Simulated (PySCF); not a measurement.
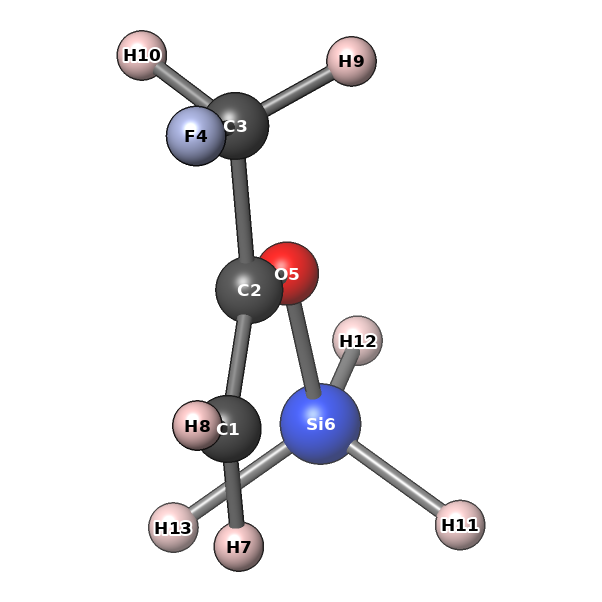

O5 lies behind C2. The molecule seen a little off the C2–O5 bond, C2 in front. Atoms fade into the background with distance from the viewer. Computed geometry: PBE0-D3(BJ)/def2-SVP optimisation. No frequency run is at hand to confirm it as a minimum.

What is the torsion angle C3–C2–O5–Si6? The sign is positive where the front bond must turn clockwise to cover the back bond.

Answer. 178°, antiperiplanar (anti).
